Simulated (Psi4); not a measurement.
**A Psi4 job on LiBr (SMILES [Li][Br])**

Wanted: the energy in a field of LiBr.

The results are computed with Psi4 1.11.

5 further runs of the same task are left out: 3 for a known fault of the program, 2 that didn't finish.

## 1. The system as given

The species is LiBr (2 atoms), meant as a singlet with charge 0. SMILES: `[Li][Br]`. The shape is that of a PBE0-D4/def2-TZVP optimisation.

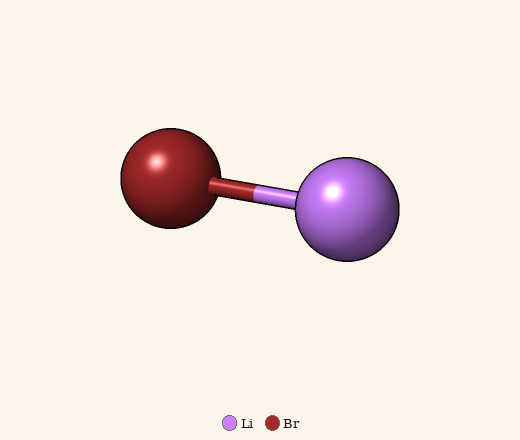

Viewed from a chosen angle; lithium purple, bromine red.

## 2. The job

calc.dat reads:

```
memory 1.6 GB

molecule {
  0 1
  Li
  Br 1 2.171585
  symmetry c1
  no_reorient
  no_com
}

set {
  scf_type        direct
  perturb_h       true
  perturb_with    dipole
  perturb_dipole  [0.0, 0.002, 0.0]
  maxiter         6
  fail_on_maxiter false
}

energy("fno-cisd/6-31G**")
```

Launch:

```console
$ psi4 calc.dat calc.out -n 1
```

calc.out:

```text
Psi4 1.11 release

   => Loading Basis Set <=

    Name: 6-31G**
    Role: ORBITAL
    Keyword: BASIS

         ---------------------------------------------------------
                                   SCF
                              RHF Reference
                        1 Threads,   1525 MiB Core
         ---------------------------------------------------------

  ==> Geometry <==

    Molecular point group: c1
    Full point group: C_inf_v

    Geometry (in Angstrom), charge = 0, multiplicity = 1:

       Center              X                  Y                   Z               Mass
    ------------   -----------------  -----------------  -----------------  -----------------
         LI           0.000000000000     0.000000000000    -1.994288617214     7.016003436600
         BR           0.000000000000     0.000000000000     0.177296382786    78.918337600000

  Running in c1 symmetry.

  Rotational constants: A = ************  B =      0.55481  C =      0.55481 [cm^-1]
  Rotational constants: A = ************  B =  16632.69266  C =  16632.69266 [MHz]
  Nuclear repulsion =   25.586660029586689

  Charge       = 0
  Multiplicity = 1
  Electrons    = 38
  Nalpha       = 19
  Nbeta        = 19

  ==> Algorithm <==

  SCF Algorithm Type is DIRECT.
  DIIS enabled.
  MOM disabled.
  Fractional occupation disabled.
  Guess Type is SAD.
  Energy threshold   = 1.00e-08
  Density threshold  = 1.00e-08
  Integral threshold = 1.00e-12

  ==> Primary Basis <==

  Basis Set: 6-31G**
    Blend: 6-31G**
    Number of shells: 18
    Number of basis functions: 50
    Number of Cartesian functions: 50
    Spherical Harmonics?: false
    Max angular momentum: 2

   => Loading Basis Set <=

    Name: (6-31G** AUX)
    Role: JKFIT
    Keyword: DF_BASIS_SCF

  Starting with a DF guess...

  ==> Integral Setup <==

  DFHelper Memory: AOs need 0.006 GiB; user supplied 1.118 GiB.
  SCF_SUBTYPE=INCORE selected. In-core MEM_DF algorithm will be used.
  Using in-core AOs.

  ==> MemDFJK: Density-Fitted J/K Matrices <==

    J tasked:                   Yes
    K tasked:                   Yes
    wK tasked:                   No
    Memory [MiB]:              1144
    Algorithm:                 Core
    Schwarz Cutoff:           1E-12
    Mask sparsity (%):       0.0000
    Fitting Condition:        1E-10

   => Auxiliary Basis Set <=

  Basis Set: (6-31G** AUX)
    Blend: CC-PVDZ-JKFIT + DEF2-UNIVERSAL-JKFIT
    Number of shells: 64
    Number of basis functions: 269
    Number of Cartesian functions: 269
    Spherical Harmonics?: false
    Max angular momentum: 3

  Perturbing V by 0.002000 mu(y).
  Minimum eigenvalue in the overlap matrix is 7.2253160523E-04.
  Reciprocal condition number of the overlap matrix is 1.2332003922E-04.
    Using symmetric orthogonalization.

  ==> Pre-Iterations <==

  SCF Guess: Superposition of Atomic Densities via on-the-fly atomic UHF (no occupation information).

   -------------------------
    Irrep   Nso     Nmo
   -------------------------
     A         50      50
   -------------------------
    Total      50      50
   -------------------------

  ==> Iterations <==

                           Total Energy        Delta E     RMS |[F,P]|

   @DF-RHF iter SAD: -2576.92572733611951   -2.57693e+03   0.00000e+00
   @DF-RHF iter   1: -2578.69405327711002   -1.76833e+00   2.60526e-02 DIIS/ADIIS
   @DF-RHF iter   2: -2578.88431383907709   -1.90261e-01   1.64137e-02 DIIS/ADIIS
   @DF-RHF iter   3: -2578.96470684264068   -8.03930e-02   1.12220e-03 DIIS/ADIIS
   @DF-RHF iter   4: -2578.96502887967654   -3.22037e-04   7.10515e-05 DIIS
   @DF-RHF iter   5: -2578.96503475503960   -5.87536e-06   9.53833e-06 DIIS
   @DF-RHF iter   6: -2578.96503523276260   -4.77723e-07   1.92208e-06 DIIS

PsiException: Could not converge SCF iterations in 6 iterations.

PsiException: Could not converge SCF DF preiterations in 6 iterations.

psi4.driver.p4util.exceptions.SCFConvergenceError: Could not converge SCF DF preiterations in 6 iterations.

Printing out the relevant lines from the Psithon --> Python processed input file:
    core.set_global_option("PERTURB_H", "true")
    core.set_global_option("PERTURB_WITH", "dipole")
    core.set_global_option("PERTURB_DIPOLE", [0.0, 0.002, 0.0])
    core.set_global_option("MAXITER", 6)
    core.set_global_option("FAIL_ON_MAXITER", "false")
--> energy("fno-cisd/6-31G**")

!-----------------------------------------------------------!
!                                                           !
!  Could not converge SCF DF preiterations in 6 iterations. !
!                                                           !
!-----------------------------------------------------------!

    Psi4 run time: 0:00:01.14
```

Run time: 2.9 s. Hardware: 1 thread of AMD EPYC 7R43 (Zen 3), shared host; peak memory 0.2 GiB.

## 3. Diagnosis

The run stopped without converging.

The telling line is `Could not converge SCF DF preiterations in 6 iterations.`. What is wrong: the iteration cap is too low for convergence. The sound input differs in these keys, not all of which need be the cause: iteration cap at its default in place of 6; fail on maxiter at its default in place of no.
